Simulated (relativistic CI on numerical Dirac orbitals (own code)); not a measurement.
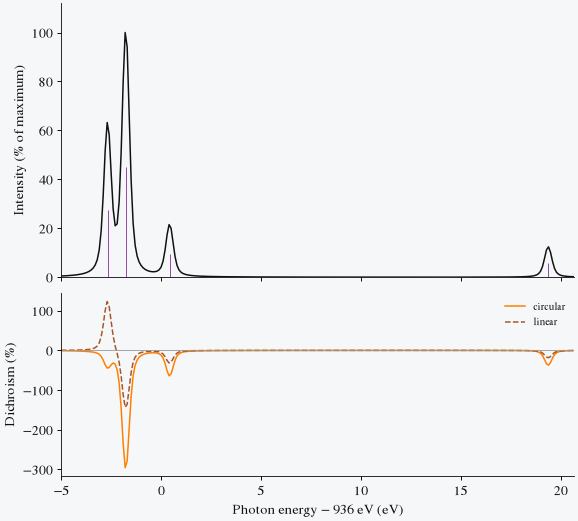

L₂,₃ X-ray absorption of Cu³⁺, [Ar] 3d⁸, in no crystal field (free ion). Sticks are the strongest transitions, on a scale of their own. Multiplet model: relativistic Dirac–Coulomb–Breit theory, one configuration a step, Slater integrals scaled by 0.8, 300 K, Voigt broadening (Lorentzian 0.24 eV, Gaussian 0.3 eV full widths), computed with a radial Dirac CI code. Dichroism is for the ground state at zero temperature, magnetised by an exchange field of 10 meV on Sz (linear: z less the mean of x and y).

### Describe the spectrum.

The main maxima lie at 933.3 eV (63), 934.2 eV (100), 936.4 eV (21) and 955.4 eV (12), heights in % of the largest; the centroid is at 935.5 eV. The lower edge holds 0.94 of the intensity (branching ratio, edges parted at 946 eV), and the core spin-orbit splitting of the orbitals is 21.1 eV. The ground state has S = 1.00. The circular dichroism (Δm = −1 less Δm = +1) is largest at 934.2 eV, −296 % of the isotropic maximum; its integrals over the lower and upper edge are −0.685 and −0.064 of the sum over the three polarisations. The magnetised ground state has ⟨Lz⟩ = −3.00 and ⟨Sz⟩ = −1.00.

Note: free-ion energies, so absolute edge positions are off by a few eV from solids.
